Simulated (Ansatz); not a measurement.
# C3H11NO3Ti: reading failed and doubtful runs

Aim: try 4 inputs for C3H11NO3Ti as typed, read how each ends, and find what has to change.

The runs use Ansatz 0.2.0, Gaussian basis; the settings change from run to run.

## (1) The molecule

The geometry comes from an earlier relaxation with PBE0-D4 in a triple-zeta def2 set; it is a stationary point, not always the lowest conformer.

SMILES `CC[N](C)[Ti]([OH])([OH])[OH]`, 19 atoms, charge 0, spin multiplicity 1.

Atoms are counted from 1 here; the program's logs count them from 0.

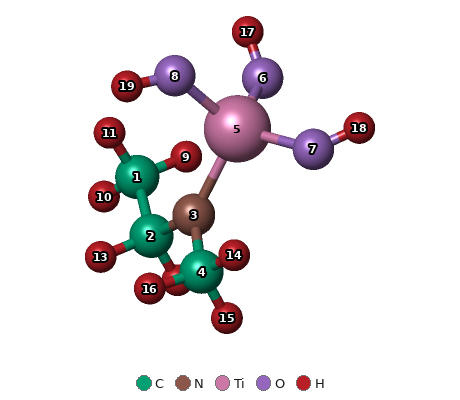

The structure; carbon teal, nitrogen brown, titanium pink, oxygen purple, hydrogen red; atoms are numbered from 1 in the order of the file.

## (2) Input 1

Input file in.yaml:

```yaml
crystal:
  periodic: [false, false, false]
  atoms:
    - {symbol: C, position_ang: [-2.157958, 0.435512, 0.114371]}
    - {symbol: C, position_ang: [-1.317793, -0.452603, -0.777959]}
    - {symbol: N, position_ang: [0.098656, -0.403131, -0.500694]}
    - {symbol: C, position_ang: [0.844511, -1.339755, -1.313603]}
    - {symbol: Ti, position_ang: [1.105458, 0.605293, 0.725831]}
    - {symbol: O, position_ang: [0.347270, 2.204804, 1.085802]}
    - {symbol: O, position_ang: [2.771885, 0.798717, 0.032643]}
    - {symbol: O, position_ang: [1.198847, -0.314711, 2.290146]}
    - {symbol: H, position_ang: [-1.883672, 1.485017, 0.001934]}
    - {symbol: H, position_ang: [-3.213946, 0.323768, -0.139875]}
    - {symbol: H, position_ang: [-2.036602, 0.164989, 1.167338]}
    - {symbol: H, position_ang: [-1.491510, -0.181029, -1.831267]}
    - {symbol: H, position_ang: [-1.658945, -1.495530, -0.677635]}
    - {symbol: H, position_ang: [1.914153, -1.280699, -1.101460]}
    - {symbol: H, position_ang: [0.709114, -1.130568, -2.383922]}
    - {symbol: H, position_ang: [0.515448, -2.372646, -1.131436]}
    - {symbol: H, position_ang: [0.042075, 2.553881, 1.923650]}
    - {symbol: H, position_ang: [3.359183, 1.554323, 0.056509]}
    - {symbol: H, position_ang: [0.811828, -1.160133, 2.516126]}
basis:
  gaussian: {orbitals: def2-TZVPD, fitting: {mean_field: cc-pVTZ-jkfit}}
hamiltonian: {xc: {name: SVWN5}}
```

The run is started by

```console
$ ansatz run in.yaml --threads 4 --pin off --events-out ev --progress --plain --max-ram 66560MiB --backend cuda --devices 0, --max-vram 37GiB
```

Output:

```text
Functional definition: SVWN5
  name "SVWN5"
  cite "Dirac, Proc. Camb. Phil. Soc. 26, 376 (1930) doi:10.1017/S0305004100016108"
  cite "Slater, Phys. Rev. 81, 385 (1951) doi:10.1103/PhysRev.81.385"
  cite "Vosko, Wilk & Nusair, Can. J. Phys. 58, 1200 (1980) doi:10.1139/p80-159"
  exchange = slater_x
  correlation = vwn5_c
Error: <dir> the basis set cc-pVTZ-JKFIT has no functions for Ti
```

Wall time 2.8 s (1 × H100 (card shared with other runs) with 4 threads of AMD EPYC 7R13, shared host); peak host memory 0.86 GiB.

**Diagnosis.** Refused before any calculation. The fitting set named has no entry for an element of this molecule. Cure: leave the fitting key out, or name a set that covers all elements and suits the basis.

## (3) Input 2

Input file in.yaml:

```yaml
crystal:
  periodic: [false, false, false]
  atoms:
    - {symbol: C, position_ang: [-2.131645, 0.440449, 0.131303]}
    - {symbol: C, position_ang: [-1.332432, -0.479451, -0.739878]}
    - {symbol: N, position_ang: [0.143136, -0.393486, -0.506669]}
    - {symbol: C, position_ang: [0.817842, -1.347967, -1.310895]}
    - {symbol: Ti, position_ang: [0.414331, 2.513627, 1.024880]}
    - {symbol: O, position_ang: [0.414331, 2.213627, 1.024880]}
    - {symbol: O, position_ang: [2.811930, 0.804615, 0.019303]}
    - {symbol: O, position_ang: [1.189236, -0.322588, 2.346450]}
    - {symbol: H, position_ang: [-1.839411, 1.485564, 0.000481]}
    - {symbol: H, position_ang: [-3.195472, 0.285075, -0.076702]}
    - {symbol: H, position_ang: [-2.003015, 0.185896, 1.166275]}
    - {symbol: H, position_ang: [-1.510813, -0.175330, -1.868407]}
    - {symbol: H, position_ang: [-1.690951, -1.491668, -0.655410]}
    - {symbol: H, position_ang: [1.935002, -1.284839, -1.119565]}
    - {symbol: H, position_ang: [0.749900, -1.123012, -2.367175]}
    - {symbol: H, position_ang: [0.505086, -2.424717, -1.134183]}
    - {symbol: H, position_ang: [0.042610, 2.581201, 1.867779]}
    - {symbol: H, position_ang: [3.390479, 1.555793, 0.024111]}
    - {symbol: H, position_ang: [0.823543, -1.125258, 2.499809]}
basis:
  gaussian: {orbitals: def2-SVPD, point_charges: [{charge: 1.00, position_ang: [8.284, 0.607, -0.896]}]}
hamiltonian: {xc: {name: B2GP-PLYP}}
output: {forces: true}
```

Launched as before.

Output, shortened:

```text
Functional definition: B2GP-PLYP
  name "B2GP-PLYP"
  cite "Karton, Tarnopolsky, Lamère, Schatz & Martin, J. Phys. Chem. A 112, 12868 (2008) doi:10.1021/jp801805p"
  cite "Becke, Phys. Rev. A 38, 3098 (1988) doi:10.1103/PhysRevA.38.3098"
  cite "Lee, Yang & Parr, Phys. Rev. B 37, 785 (1988) doi:10.1103/PhysRevB.37.785"
[...]
2696 factors; integrals over basis functions are off by at most 1.2e-3 eV
[...]
mean field -32265.14210029 eV, -1185.7221020869 hartree, gradient 7.5e-6 eV, S^2 0.000000; 6 other end points of the search recorded, 0 dependent functions left out; unrestricted orbitals would lower it
12 core orbitals not correlated: weight in the atoms' cores, before any rotation towards them, 0.991 or more for the frozen orbitals, at most 0.005 for the correlated occupied ones
[...]
Atom 9 at    -3.195472     0.285075    -0.076702 Å, force    -0.062067     0.460702    -0.105826 eV/Å
Atom 10 at    -2.003015     0.185896     1.166275 Å, force     0.280671    -0.238992     0.883971 eV/Å
Atom 11 at    -1.510813    -0.175330    -1.868407 Å, force     0.239889    -0.603975     1.721793 eV/Å
Atom 12 at    -1.690951    -1.491668    -0.655410 Å, force    -0.240536    -0.887749     0.055369 eV/Å
Atom 13 at     1.935002    -1.284839    -1.119565 Å, force    -1.180142    -0.011319     0.111119 eV/Å
Atom 14 at     0.749900    -1.123012    -2.367175 Å, force    -0.566553     0.035531    -0.839840 eV/Å
Atom 15 at     0.505086    -2.424717    -1.134183 Å, force    -0.055199     0.878769    -0.257628 eV/Å
Atom 16 at     0.042610     2.581201     1.867779 Å, force    -4.725942     5.306070    10.919170 eV/Å
Atom 17 at     3.390479     1.555793     0.024111 Å, force     0.702179     0.927706    -0.155835 eV/Å
Atom 18 at     0.823543    -1.125258     2.499809 Å, force    -2.127643    -4.660442     0.864459 eV/Å
Dipole moment:    -1.800857     0.979442     0.529471 e Å
```

It took 12 s on 1 × H100 (card shared with other runs) with 4 threads of AMD EPYC 7R13, shared host; peak host memory 1.9 GiB.

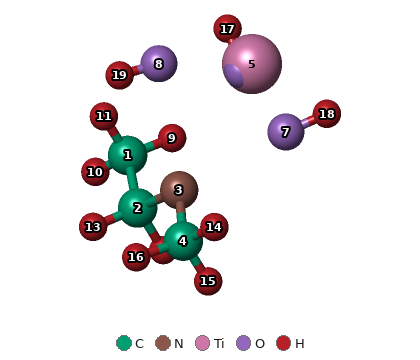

The geometry of this input.

**Diagnosis.** It ended without an error, which proves nothing about the input. One atom was put on top of another. The shortest distance is 0.30 Å (Ti5–O6), against 0.96 Å in the relaxed molecule. Its coordinates are also moved off the relaxed structure (shortest distance 0.30 Å, against 0.96 Å), and have to be restored too. Its energy is no property of the relaxed molecule. Fix: restore the atom's position, and remove the point charge.

## (4) Input 3

Input file in.yaml:

```yaml
crystal:
  periodic: [false, false, false]
  atoms:
    - {symbol: C, position_ang: [-1.985321, 0.400671, 0.105222]}
    - {symbol: C, position_ang: [-1.212370, -0.416395, -0.715722]}
    - {symbol: N, position_ang: [0.090763, -0.370880, -0.460639]}
    - {symbol: C, position_ang: [0.776950, -1.232574, -1.208515]}
    - {symbol: Ti, position_ang: [1.017022, 0.556870, 0.667764]}
    - {symbol: O, position_ang: [0.319489, 2.028420, 0.998938]}
    - {symbol: O, position_ang: [2.550134, 0.734819, 0.030031]}
    - {symbol: O, position_ang: [1.102940, -0.289534, 2.106934]}
    - {symbol: H, position_ang: [-1.732978, 1.366215, 0.001779]}
    - {symbol: H, position_ang: [-2.956830, 0.297866, -0.128685]}
    - {symbol: H, position_ang: [-1.873674, 0.151790, 1.073951]}
    - {symbol: H, position_ang: [-1.372189, -0.166547, -1.684765]}
    - {symbol: H, position_ang: [-1.526230, -1.375888, -0.623425]}
    - {symbol: H, position_ang: [1.761020, -1.178243, -1.013343]}
    - {symbol: H, position_ang: [0.652385, -1.040123, -2.193208]}
    - {symbol: H, position_ang: [0.474212, -2.182834, -1.040921]}
    - {symbol: H, position_ang: [0.038709, 2.349570, 1.769758]}
    - {symbol: H, position_ang: [3.090448, 1.429977, 0.051989]}
    - {symbol: H, position_ang: [0.746881, -1.067323, 2.314836]}
basis:
  gaussian: {orbitals: def2-TZVPD}
total_charge: -2
hamiltonian: {xc: {name: B3LYP}}
scf: {lower_state_search: off}
```

Same command.

Output, shortened:

```text
Functional definition: B3LYP
  name "B3LYP"
  cite "Stephens, Devlin, Chabalowski & Frisch, J. Phys. Chem. 98, 11623 (1994) doi:10.1021/j100096a001"
  cite "Becke, Phys. Rev. A 38, 3098 (1988) doi:10.1103/PhysRevA.38.3098"
  cite "Lee, Yang & Parr, Phys. Rev. B 37, 785 (1988) doi:10.1103/PhysRevB.37.785"
  cite "Vosko, Wilk & Nusair, Can. J. Phys. 58, 1200 (1980) doi:10.1139/p80-159"
[...]
2301 factors; their error is unknown
[...]
a density is far from that of the atoms, so the factors are made again for it
3032 factors; integrals over basis functions are off by at most 1.4e-3 eV
mean field -34038.92301119 eV, -1250.9073482505 hartree, gradient 2.9e-6 eV, S^2 0.000000; 0 other end points of the search recorded, 0 dependent functions left out
reference -34038.92330097 eV, -1250.9073588999 hartree; 42, 42 occupied and 373, 373 virtual orbitals, 3032 factors
Total energy: -34038.92330097 eV, -1250.9073588999 hartree
Checks for a lower state left out: stability, starts, cluster_reference, orbital_swaps, neighbouring_geometries, increment
```

Run time: 12 s. Hardware: 1 × H100 (card shared with other runs) with 4 threads of AMD EPYC 7R13, shared host; peak host memory 1 GiB.

Diagnosis: It ended without an error, which proves nothing about the input. The charge is far from anything that the molecule holds. Its coordinates are also moved off the relaxed structure (shortest distance 0.88 Å, against 0.96 Å), and have to be restored too. It asks for charge -2; the species has 0. Its energy belongs to another ion. Cure: type the charge that the molecule really has.

## (5) Input 4

Input file in.yaml:

```yaml
crystal:
  periodic: [false, false, false]
  atoms:
    - {symbol: C, position_ang: [-1.294775, 0.261307, 0.080060]}
    - {symbol: C, position_ang: [-0.922455, -0.271562, -0.544571]}
    - {symbol: N, position_ang: [0.059193, -0.241878, -0.300417]}
    - {symbol: C, position_ang: [0.591157, -0.937828, -0.788162]}
    - {symbol: Ti, position_ang: [0.663275, 0.363176, 0.435498]}
    - {symbol: O, position_ang: [0.208362, 1.322883, 0.760061]}
    - {symbol: O, position_ang: [1.663131, 0.479230, 0.019586]}
    - {symbol: O, position_ang: [0.719308, -0.220298, 1.374087]}
    - {symbol: H, position_ang: [-1.130203, 0.891010, 0.001160]}
    - {symbol: H, position_ang: [-1.928368, 0.226637, -0.097912]}
    - {symbol: H, position_ang: [-1.425622, 0.098994, 0.817137]}
    - {symbol: H, position_ang: [-0.894906, -0.126720, -1.281887]}
    - {symbol: H, position_ang: [-1.161262, -0.897318, -0.406581]}
    - {symbol: H, position_ang: [1.148492, -0.768420, -0.660876]}
    - {symbol: H, position_ang: [0.425468, -0.791398, -1.430353]}
    - {symbol: H, position_ang: [0.309269, -1.423587, -0.792005]}
    - {symbol: H, position_ang: [0.029452, 1.787716, 1.154190]}
    - {symbol: H, position_ang: [2.015510, 0.932594, 0.033906]}
    - {symbol: H, position_ang: [0.487097, -0.812093, 1.509676]}
basis:
  gaussian: {orbitals: ANO-RCC-VTZP, final_grid: {core_spheres: 20, valence_spheres: 16, degree: 47}}
magnetization: {spin_polarized: true, initial_magnetization: 2}
hamiltonian: {xc: {name: SPW92}}
```

Same command.

Output:

```text
Functional definition: SPW92
  name "SPW92"
  cite "Dirac, Proc. Camb. Phil. Soc. 26, 376 (1930) doi:10.1017/S0305004100016108"
  cite "Slater, Phys. Rev. 81, 385 (1951) doi:10.1103/PhysRev.81.385"
  cite "Perdew & Wang, Phys. Rev. B 45, 13244 (1992) doi:10.1103/PhysRevB.45.13244"
  exchange = slater_x
  correlation = pw_c
2670 factors; their error is unknown
mean field evaluation 1: about -33658.8905 eV, gradient 2.1e2 eV
mean field evaluation 2: about -31551.9667 eV, gradient 6.6e2 eV
mean field evaluation 4: about -33751.1127 eV, gradient 1.2e2 eV
mean field evaluation 8: about -33796.5154 eV, gradient 4.2e0 eV
mean field evaluation 16: about -33796.5273 eV, gradient 2.8e-2 eV
mean field evaluation 32: about -33794.9409 eV, gradient 4.1e0 eV
mean field evaluation 64: about -33796.1779 eV, gradient 1.8e0 eV
mean field -33796.52731087 eV, -1241.9994705656 hartree, gradient 1.6e-5 eV, S^2 2.000912; 6 other end points of the search recorded, 0 dependent functions left out
reference -33796.52735382 eV, -1241.9994721440 hartree; 42, 40 occupied and 381, 383 virtual orbitals, 2670 factors
Total energy: -33796.52735382 eV, -1241.9994721440 hartree
Relativity: scalar
```

Wall time 29 s (1 × H100 (card shared with other runs) with 4 threads of AMD EPYC 7R13, shared host); peak host memory 1.5 GiB.

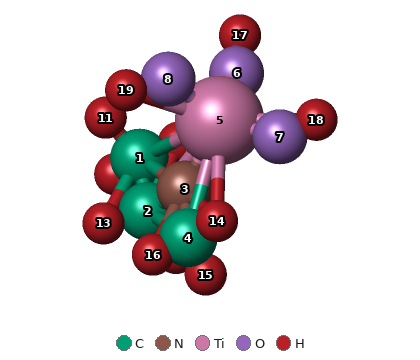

The geometry of this input.

**Diagnosis.** The run converged, but a converged run isn't a right one. The geometry is squeezed well below its size. The shortest distance is 0.56 Å (C4–H16), against 0.96 Å in the relaxed molecule. It also asks for charge 0 and multiplicity 3, another species or state than the molecule above. Its energy is no property of the relaxed molecule. To mend it, use the relaxed coordinates, and set charge and spin to those of the species named.

## (6) How the tries ended

```tsv
input	level	ended	cause	time
1	SVWN5/def2-TZVPD	refused	the fitting set named has no entry for an element of this molecule	2.8 s
2	B2GP-PLYP/def2-SVPD	converged	one atom was put on top of another	12 s
3	B3LYP/def2-TZVPD	converged	the charge is far from anything that the molecule holds	12 s
4	SPW92/ANO-RCC-VTZP	converged	the geometry is squeezed well below its size	29 s
```

1 refused, 3 converged. A refusal costs next to no computing time. The dangerous case is the input that converges on a wrong geometry, charge, spin, basis or grid: often only a look at the input shows it.
